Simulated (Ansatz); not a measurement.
# C2H5BBr (SMILES CC[B]Br): levels of theory compared

We compute a comparison of 5 runs (UHF/STO-3G, UB3LYP/6-31G*, UPBE/pcseg-1, U-r2SCAN/6-31G**, UPBE0/def2-SVP) of C2H5BBr. 

Program for the calculation: Ansatz 0.2.0.

## (1) The molecule

C2H5BBr: 9 atoms, total charge 0, spin state doublet. As SMILES, `CC[B]Br`. The coordinates come from a PBE0-D4/def2-TZVP relaxation. This is one conformer, not always the lowest.

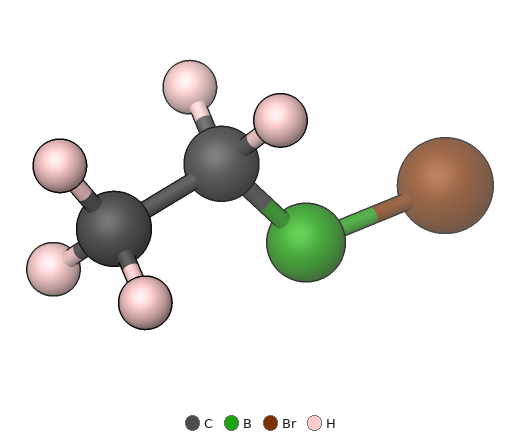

Viewed from a chosen angle; carbon dark grey, boron green, bromine brown, hydrogen pink.

## (2) Energy and gradient at UHF/STO-3G (run 1)

job.yaml

```yaml
crystal:
  periodic: [false, false, false]
  atoms:
    - symbol: C
      position_ang: [-0.333800, 1.062300, 0.382300]
    - symbol: C
      position_ang: [0.360600, -0.190200, -0.140300]
    - symbol: B
      position_ang: [-0.509000, -1.460800, -0.282800]
    - symbol: Br
      position_ang: [0.093400, -3.142500, -0.902300]
    - symbol: H
      position_ang: [-1.157700, 1.356700, -0.270700]
    - symbol: H
      position_ang: [-0.750900, 0.894600, 1.377200]
    - symbol: H
      position_ang: [0.360300, 1.903300, 0.446800]
    - symbol: H
      position_ang: [0.812400, -0.006600, -1.126800]
    - symbol: H
      position_ang: [1.213300, -0.463000, 0.499600]
basis:
  gaussian:
    orbitals: STO-3G
magnetization:
  spin_polarized: true
  initial_magnetization: 1
hamiltonian:
  xc: hf
accuracy: high
output: {forces: true, orbitals: {seedname: orbitals}}
```

Launch:

```bash
$ ansatz run job.yaml --threads 1 --pin off --max-ram 2610MiB --events-out events.jsonl --progress --plain --runs-dir runs
```

What it wrote:

```text
Warning: RAYON_NUM_THREADS=1 ignored (pool sized by the plan → 1); use --threads N
Functional definition: HF
  name "HF"
  exchange = exact_x
  correlation = 0
639 factors; integrals over basis functions are off by at most 2.3e-8 eV
mean field evaluation 1: about -72019.2375 eV, gradient 1.2e1 eV
mean field evaluation 2: about -72019.4046 eV, gradient 1.2e1 eV
mean field evaluation 4: about -72021.2801 eV, gradient 1.7e0 eV
mean field evaluation 8: about -72021.3413 eV, gradient 1.9e-2 eV
mean field -72021.34126569 eV, -2646.7354736955 hartree, gradient 9.0e-9 eV, S^2 0.753029; 0 other end points of the search recorded, 0 dependent functions left out
the calculation of the forces begins
reference -72021.34126569 eV, -2646.7354736955 hartree; 29, 28 occupied and 9, 10 virtual orbitals, 639 factors
Total energy: -72021.34126569 eV, -2646.7354736955 hartree
Atom 0 at    -0.333800     1.062300     0.382300 Å, force    -0.480305     0.792093     0.341577 eV/Å
Atom 1 at     0.360600    -0.190200    -0.140300 Å, force     1.656351    -0.409038    -0.523312 eV/Å
Atom 2 at    -0.509000    -1.460800    -0.282800 Å, force    -0.761559    -1.078039    -0.114709 eV/Å
Atom 3 at     0.093400    -3.142500    -0.902300 Å, force    -0.062117     0.376711     0.120905 eV/Å
Atom 4 at    -1.157700     1.356700    -0.270700 Å, force     0.212064    -0.066193     0.112937 eV/Å
Atom 5 at    -0.750900     0.894600     1.377200 Å, force     0.132386     0.024457    -0.210329 eV/Å
Atom 6 at     0.360300     1.903300     0.446800 Å, force    -0.149329    -0.211498    -0.022436 eV/Å
Atom 7 at     0.812400    -0.006600    -1.126800 Å, force    -0.209791     0.213015     0.406950 eV/Å
Atom 8 at     1.213300    -0.463000     0.499600 Å, force    -0.337699     0.358492    -0.111582 eV/Å
Dipole moment:    -0.030962     0.270319     0.083350 e Å
```

Wall time 1.1 s (1 thread of Arm Neoverse V2, shared host); peak memory 0.3 GiB.

## (3) Energy and forces at UB3LYP/6-31G(d) (Cartesian functions) (run 2)

run.yaml

```yaml
crystal:
  periodic: [false, false, false]
  atoms:
    - symbol: C
      position_ang: [-0.333800, 1.062300, 0.382300]
    - symbol: C
      position_ang: [0.360600, -0.190200, -0.140300]
    - symbol: B
      position_ang: [-0.509000, -1.460800, -0.282800]
    - symbol: Br
      position_ang: [0.093400, -3.142500, -0.902300]
    - symbol: H
      position_ang: [-1.157700, 1.356700, -0.270700]
    - symbol: H
      position_ang: [-0.750900, 0.894600, 1.377200]
    - symbol: H
      position_ang: [0.360300, 1.903300, 0.446800]
    - symbol: H
      position_ang: [0.812400, -0.006600, -1.126800]
    - symbol: H
      position_ang: [1.213300, -0.463000, 0.499600]
basis:
  gaussian:
    orbitals: "6-31G*"
magnetization:
  spin_polarized: true
  initial_magnetization: 1
output: {forces: true, orbitals: {seedname: orbitals}}
accuracy: high
hamiltonian:
  xc: {name: B3LYP}
```

Launch:

```bash
$ ansatz run run.yaml --threads 1 --pin off --max-ram 2610MiB --events-out events.jsonl --progress --plain --runs-dir runs
```

What it wrote, cut to the lines that bear on the results:

```text
Warning: RAYON_NUM_THREADS=1 ignored (pool sized by the plan → 1); use --threads N
Functional definition: B3LYP
  name "B3LYP"
[...]
1912 factors; integrals over basis functions are off by at most 4.5e-9 eV
[...]
mean field -72869.93005885 eV, -2677.9205366502 hartree, gradient 2.6e-8 eV, S^2 0.751776; 0 other end points of the search recorded, 0 dependent functions left out
[...]
reference -72869.93009428 eV, -2677.9205379520 hartree; 29, 28 occupied and 61, 62 virtual orbitals, 1912 factors
Total energy: -72869.93009428 eV, -2677.9205379520 hartree
Atom 0 at    -0.333800     1.062300     0.382300 Å, force    -0.085519     0.162902     0.067294 eV/Å
Atom 1 at     0.360600    -0.190200    -0.140300 Å, force     0.219532    -0.109922    -0.085003 eV/Å
Atom 2 at    -0.509000    -1.460800    -0.282800 Å, force    -0.347731     0.165960     0.132089 eV/Å
Atom 3 at     0.093400    -3.142500    -0.902300 Å, force     0.148296    -0.445625    -0.161370 eV/Å
Atom 4 at    -1.157700     1.356700    -0.270700 Å, force    -0.092633     0.048517    -0.065449 eV/Å
Atom 5 at    -0.750900     0.894600     1.377200 Å, force    -0.048486    -0.001508     0.113011 eV/Å
Atom 6 at     0.360300     1.903300     0.446800 Å, force     0.068230     0.105997     0.012941 eV/Å
Atom 7 at     0.812400    -0.006600    -1.126800 Å, force     0.050102     0.058507    -0.084006 eV/Å
Atom 8 at     1.213300    -0.463000     0.499600 Å, force     0.088209     0.015171     0.070494 eV/Å
Dipole moment:     0.134222     0.277446     0.044769 e Å
```

Wall time 19 s (1 thread of Arm Neoverse V2, shared host); peak memory 0.45 GiB.

Run 3 isn't shown in full; the table further down has it.

## (4) Energy and forces at U-r2SCAN/6-31G(d,p) (spherical functions) (run 4)

in.yaml

```yaml
crystal:
  periodic: [false, false, false]
  atoms:
    - {symbol: C, position_ang: [-0.333800, 1.062300, 0.382300]}
    - {symbol: C, position_ang: [0.360600, -0.190200, -0.140300]}
    - {symbol: B, position_ang: [-0.509000, -1.460800, -0.282800]}
    - {symbol: Br, position_ang: [0.093400, -3.142500, -0.902300]}
    - {symbol: H, position_ang: [-1.157700, 1.356700, -0.270700]}
    - {symbol: H, position_ang: [-0.750900, 0.894600, 1.377200]}
    - {symbol: H, position_ang: [0.360300, 1.903300, 0.446800]}
    - {symbol: H, position_ang: [0.812400, -0.006600, -1.126800]}
    - {symbol: H, position_ang: [1.213300, -0.463000, 0.499600]}
basis:
  gaussian: {orbitals: 6-31G_st__st_-spherical.json}
magnetization: {spin_polarized: true, initial_magnetization: 1}
hamiltonian: {xc: r2scan}
accuracy: high
output: {forces: true, orbitals: {seedname: orbitals}}
```

The basis set 6-31G** is read from a file made from the Basis Set Exchange's data (not shown).

Launch:

```bash
$ ansatz run in.yaml --threads 1 --pin off --max-ram 2610MiB --events-out events.jsonl --progress --plain --runs-dir runs
```

What it wrote, cut to the lines that bear on the results:

```text
Warning: RAYON_NUM_THREADS=1 ignored (pool sized by the plan → 1); use --threads N
Functional definition: r2SCAN
  name "r2SCAN"
[...]
2247 factors; integrals over basis functions are off by at most 1.1e-8 eV
[...]
mean field -72866.53970144 eV, -2677.7959433134 hartree, gradient 5.6e-8 eV, S^2 0.753266; 0 other end points of the search recorded, 0 dependent functions left out
[...]
reference -72866.53970302 eV, -2677.7959433715 hartree; 29, 28 occupied and 70, 71 virtual orbitals, 2247 factors
Total energy: -72866.53970302 eV, -2677.7959433715 hartree
Atom 0 at    -0.333800     1.062300     0.382300 Å, force    -0.071938     0.127747     0.054053 eV/Å
Atom 1 at     0.360600    -0.190200    -0.140300 Å, force     0.124386    -0.111967    -0.061997 eV/Å
Atom 2 at    -0.509000    -1.460800    -0.282800 Å, force    -0.298151     0.155764     0.117001 eV/Å
Atom 3 at     0.093400    -3.142500    -0.902300 Å, force     0.136283    -0.299293    -0.117396 eV/Å
Atom 4 at    -1.157700     1.356700    -0.270700 Å, force    -0.067954     0.028209    -0.050339 eV/Å
Atom 5 at    -0.750900     0.894600     1.377200 Å, force    -0.035439    -0.008582     0.080892 eV/Å
Atom 6 at     0.360300     1.903300     0.446800 Å, force     0.051161     0.077161     0.009069 eV/Å
Atom 7 at     0.812400    -0.006600    -1.126800 Å, force     0.067334     0.030784    -0.070246 eV/Å
Atom 8 at     1.213300    -0.463000     0.499600 Å, force     0.094318     0.000178     0.038963 eV/Å
Dipole moment:     0.137673     0.290283     0.047519 e Å
```

Wall time 36 s (1 thread of Arm Neoverse V2, shared host); peak memory 0.46 GiB.

## (5) Energy and gradient at UPBE0/def2-SVP (run 5)

input.yaml

```yaml
crystal:
  periodic: [false, false, false]
  atoms:
    - {symbol: C, position_ang: [-0.333800, 1.062300, 0.382300]}
    - {symbol: C, position_ang: [0.360600, -0.190200, -0.140300]}
    - {symbol: B, position_ang: [-0.509000, -1.460800, -0.282800]}
    - {symbol: Br, position_ang: [0.093400, -3.142500, -0.902300]}
    - {symbol: H, position_ang: [-1.157700, 1.356700, -0.270700]}
    - {symbol: H, position_ang: [-0.750900, 0.894600, 1.377200]}
    - {symbol: H, position_ang: [0.360300, 1.903300, 0.446800]}
    - {symbol: H, position_ang: [0.812400, -0.006600, -1.126800]}
    - {symbol: H, position_ang: [1.213300, -0.463000, 0.499600]}
basis:
  gaussian: {orbitals: def2-SVP}
magnetization: {spin_polarized: true, initial_magnetization: 1}
hamiltonian: {xc: pbe0}
accuracy: high
output: {forces: true, orbitals: {seedname: orbitals}}
```

Launch:

```bash
$ ansatz run input.yaml --threads 1 --pin off --max-ram 2610MiB --events-out events.jsonl --progress --plain --runs-dir runs
```

What it wrote, cut to the lines that bear on the results:

```text
Warning: RAYON_NUM_THREADS=1 ignored (pool sized by the plan → 1); use --threads N
Functional definition: PBE0
  name "PBE0"
[...]
2223 factors; integrals over basis functions are off by at most 8.8e-9 eV
[...]
mean field -72855.02780336 eV, -2677.3728888620 hartree, gradient 5.5e-8 eV, S^2 0.752577; 0 other end points of the search recorded, 0 dependent functions left out
[...]
reference -72855.02780573 eV, -2677.3728889490 hartree; 29, 28 occupied and 70, 71 virtual orbitals, 2223 factors
Total energy: -72855.02780573 eV, -2677.3728889490 hartree
Atom 0 at    -0.333800     1.062300     0.382300 Å, force     0.144357    -0.213501    -0.095000 eV/Å
Atom 1 at     0.360600    -0.190200    -0.140300 Å, force    -0.210150     0.161891     0.097239 eV/Å
Atom 2 at    -0.509000    -1.460800    -0.282800 Å, force    -0.098183    -0.139592    -0.014963 eV/Å
Atom 3 at     0.093400    -3.142500    -0.902300 Å, force     0.010853    -0.054322    -0.017896 eV/Å
Atom 4 at    -1.157700     1.356700    -0.270700 Å, force    -0.226750     0.095681    -0.165714 eV/Å
Atom 5 at    -0.750900     0.894600     1.377200 Å, force    -0.119067    -0.026493     0.269992 eV/Å
Atom 6 at     0.360300     1.903300     0.446800 Å, force     0.166897     0.237817     0.025555 eV/Å
Atom 7 at     0.812400    -0.006600    -1.126800 Å, force     0.119551     0.022110    -0.237983 eV/Å
Atom 8 at     1.213300    -0.463000     0.499600 Å, force     0.212493    -0.083591     0.138769 eV/Å
Dipole moment:     0.188122     0.235442     0.019748 e Å
```

Run time: 22 s. Hardware: 1 thread of Arm Neoverse V2, shared host; peak memory 0.52 GiB.

## (6) All runs side by side

```tsv
run	level	Cartesian functions	energy (Eh)	dipole moment (D)	HOMO energy (eV)	LUMO energy (eV)	wall time
1	UHF/STO-3G	no	-2646.735474	1.37	-6.77	6.34	1.1 s
2	UB3LYP/6-31G* (Cartesian functions)	yes	-2677.920538	1.50	-5.20	-1.47	19 s
3	UPBE/pcseg-1	no	-2677.337149	1.39	-4.41	-2.54	14 s
4	U-r2SCAN/6-31G** (spherical functions)	no	-2677.795943	1.56	-4.64	-2.17	36 s
5	UPBE0/def2-SVP	no	-2677.372889	1.45	-5.61	-1.55	22 s
```

## (7) Outcome

| quantity | value |
| --- | --- |
| run 5: total energy | -2677.37289 Eh |
| run 5: dipole moment | 1.45 D |
| run 5: HOMO energy (highest over α and β) | -5.61 eV |
| run 5: LUMO energy (lowest over α and β) | -1.55 eV |
| run 5: ⟨S²⟩ | 0.753 |
| run 5: largest force on an atom | 0.297 eV/Å |

**Reading.** The dipole moment (its size) runs from 1.37 D (UHF/STO-3G) to 1.56 D (U-r2SCAN/6-31G**). The two ends differ in method and basis. Totals of different functionals can't be ranked against each other. In run 1 the basis is minimal, so the values are rough. All runs together took 92 s, the longest 36 s.
